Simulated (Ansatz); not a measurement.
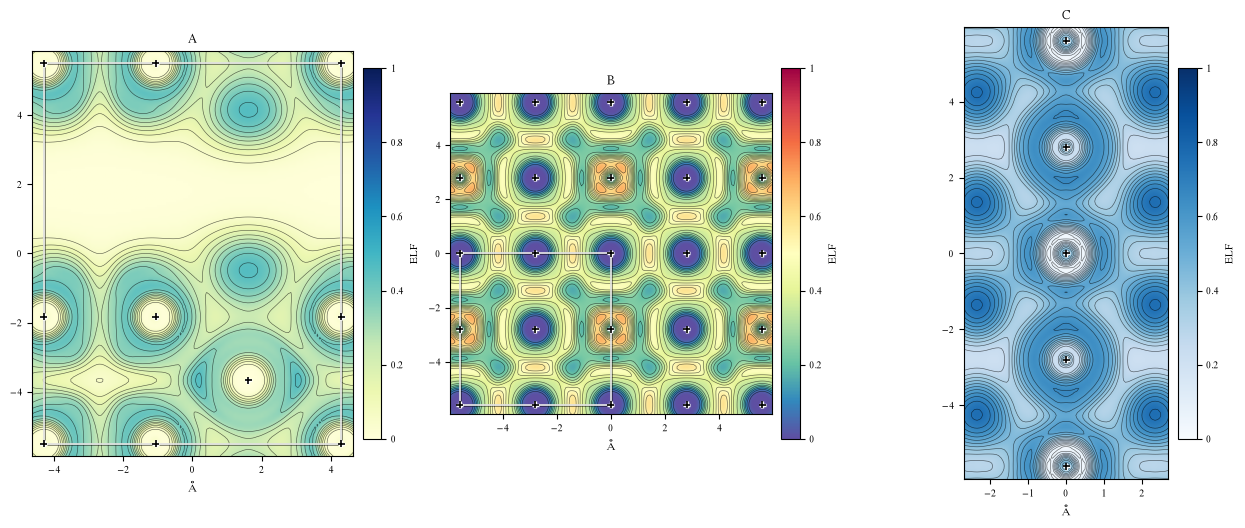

The electron localisation function of 3 systems, each on a plane through atoms (crosses mark nuclei in the plane).

Level of theory: DFT PBE, scalar-relativistic, plane waves, PAW in Ansatz 0.2.0.

System 1: Sb5Ru3, the (001) plane of the conventional cell. Space group Pm-3m; a structure generated by program, which may or may not match a known phase; computed without spin polarisation.

System 2: Al5As, the (100) plane of the conventional cell. Space group P6/mmm; a structure generated by program, which may or may not match a known phase.

System 3: Tl4Sn3, the (110) plane of the conventional cell. Space group P6/mmm; a structure generated by program, which may or may not match a known phase.

```cif
data_structure
_symmetry_space_group_name_H-M 'P 1'
_symmetry_Int_Tables_number 1
_cell_length_a 6.3529
_cell_length_b 6.3529
_cell_length_c 8.5954
_cell_angle_alpha 90.000
_cell_angle_beta 90.000
_cell_angle_gamma 120.000
_cell_volume 300.43
loop_
_atom_site_label
_atom_site_type_symbol
_atom_site_fract_x
_atom_site_fract_y
_atom_site_fract_z
_atom_site_occupancy
Tl1 Tl 0.33333 0.66667 0.81180 1
Tl2 Tl 0.33333 0.66667 0.18820 1
Tl3 Tl 0.66667 0.33333 0.18820 1
Tl4 Tl 0.66667 0.33333 0.81180 1
Sn1 Sn 0.50000 0.00000 0.50000 1
Sn2 Sn 0.00000 0.50000 0.50000 1
Sn3 Sn 0.50000 0.50000 0.50000 1
```

Which map belongs to which system?

Panel A is system 3, Tl4Sn3: the plane holds Tl and Sn. Tl–Tl (3.24 Å): the ELF is about 0.25 at the midpoint (no localised pair shows between them). Panel B is system 1, Sb5Ru3: the plane holds Sb and Ru. Sb–Sb (2.79 Å): the ELF reaches about 0.60 near the midpoint. Panel C is system 2, Al5As: the plane holds Al and As. Al–As (2.80 Å): the ELF is about 0.55 at the midpoint.
